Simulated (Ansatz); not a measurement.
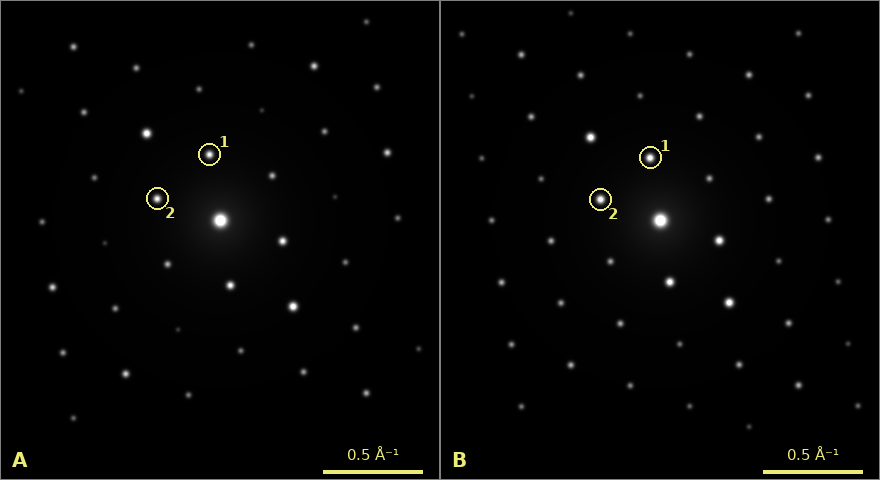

Kinematic electron diffraction patterns (300 kV, B = 0.5 Å², same scale) along [010] of the run's own cell, for the start and the end of one relaxation of Be3As2 with Ansatz, DFT PBE, scalar-relativistic, plane waves, PAW. k mesh 12×12×12. The start is a generated model structure, and the relaxation ends in the nearest stationary point of its symmetry, not necessarily the ground state. Spot 1 is -1 0 0 and spot 2 is 0 0 1 in both.

Start structure:

```
CELL_PARAMETERS angstrom
1.74367 1.00671 6.49283
-1.74367 1.00671 6.49283
0.00000 -2.01342 6.49283
ATOMIC_POSITIONS crystal
Be 0.00000 0.00000 0.00000
Be 0.20381 0.20381 0.20381
Be 0.79619 0.79619 0.79619
As 0.40905 0.40905 0.40905
As 0.59095 0.59095 0.59095
```

Q: Which pattern belongs to the start structure, and which to the relaxed one?

A: A is the start: its cell gives d(1) = 2.984 Å, d(2) = 2.984 Å and an angle of 62.3°. B is the relaxed structure, with d(1) = 3.144 Å (+5.4 %), d(2) = 3.144 Å (+5.4 %) and 61.8°.

Q: Name reflections whose intensity changes strongly on relaxation.

A: 1 0 2 goes from 0.35 to 13 % of the strongest spot; 3 0 2 goes from 25 to 14 % of the strongest spot.

Q: What did the relaxation do to the structure and the energy?

A: The volume changed by +30.7 % to 17.87 Å³ an atom; with the mean shift removed, the atoms moved by up to 2.18 Å relative to the cell (Be most); the space group stayed R-3m (No. 166); the free energy fell by 250 meV an atom. Relaxed cell: a = 7.967 Å, b = 7.967 Å, c = 7.967 Å, α = 26.60°, β = 26.60°, γ = 26.60°.
